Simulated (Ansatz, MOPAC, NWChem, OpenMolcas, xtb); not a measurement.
A ladder of methods for C8H9F5O2 (SMILES C=C(C)CCOC(=O)C(F)(F)C(F)(F)F)

C8H9F5O2 has 24 atoms, charge 0, and is taken as a singlet. As SMILES, `C=C(C)CCOC(=O)C(F)(F)C(F)(F)F`. The shape is that of a GFN2-xTB optimisation. This is one conformer, not always the lowest.

```xyz
24

C    -3.0362   -1.3097    0.2456
C    -2.6960   -0.0444    0.0651
C    -3.7130    1.0573    0.0426
C    -1.2846    0.4423   -0.1361
C    -0.2272   -0.6485   -0.1442
O     1.0466   -0.0084   -0.3565
C     2.0910   -0.7891   -0.4525
O     2.1340   -1.9792   -0.3817
C     3.3697    0.0878   -0.6438
F     4.3417   -0.6127   -1.2557
F     3.1143    1.1684   -1.4116
C     3.8883    0.5717    0.7360
F     4.9547    1.3544    0.6278
F     2.9397    1.2619    1.3732
F     4.2139   -0.4638    1.5068
H    -4.0661   -1.5906    0.3838
H    -2.3256   -2.1160    0.2646
H    -3.6881    1.5764   -0.9145
H    -3.4967    1.7885    0.8202
H    -4.7136    0.6662    0.2004
H    -1.0384    1.1564    0.6544
H    -1.2284    0.9854   -1.0834
H    -0.3920   -1.3703   -0.9495
H    -0.1881   -1.1840    0.8089
```

Each level gives the dipole moment (D). The values are calculated.

```csv
level,kind,program,value (D),CPU time
MNDO,semi-empirical,MOPAC,3.57,under 2 s
PM7,semi-empirical,MOPAC,3.48,under 2 s
RM1,semi-empirical,MOPAC,3.42,under 2 s
GFN1-xTB,semi-empirical,xtb,4.33,under 2 s
HF/STO-3G,Hartree–Fock,Ansatz,2.47,11 s
HF/3-21G,Hartree–Fock,NWChem,3.82,58 s
HF/3-21G (RICD fitting),Hartree–Fock,OpenMolcas,3.83,22 s
HF/MIDI (Cholesky decomposition),Hartree–Fock,OpenMolcas,3.80,31 s
HF/def2-SVP,Hartree–Fock,Ansatz,3.79,70 s
B3LYP/6-31G* (spherical functions),global hybrid,Ansatz,3.43,75 s
```

The values span 2.47 to 4.33 D. Sets without polarisation functions give poor dipoles. Times are those of the runs behind each value, whatever else they computed, on shared processors of several kinds: orders of magnitude only.

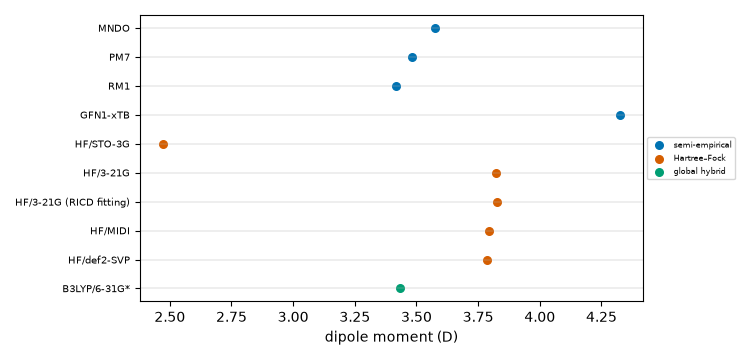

The values of the table, level by level.
